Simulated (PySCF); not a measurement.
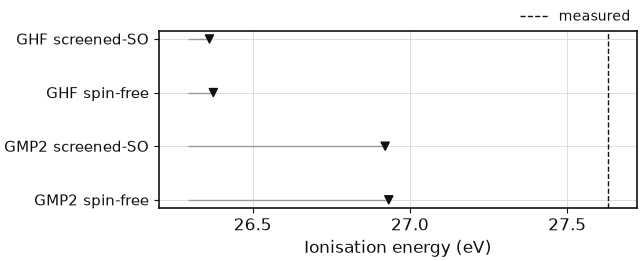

The ionisation energy of an atom or ion with 17 electrons in the configuration [Ne] 3s² (3p₁/₂)² (3p₃/₂)³ by several methods. PySCF, an even-tempered basis 19s13p5d, two-component X2C-1e. 2 core electrons frozen.

> Which atom or ion is it?

Ar⁺. The values run from 26.363 eV (GHF screened-SO) to 26.933 eV (GMP2 spin-free). The measured value is 27.630 eV; nearest to it come GMP2 spin-free (−0.697) and GMP2 screened-SO (−0.708), furthest GHF screened-SO (−1.267 eV).
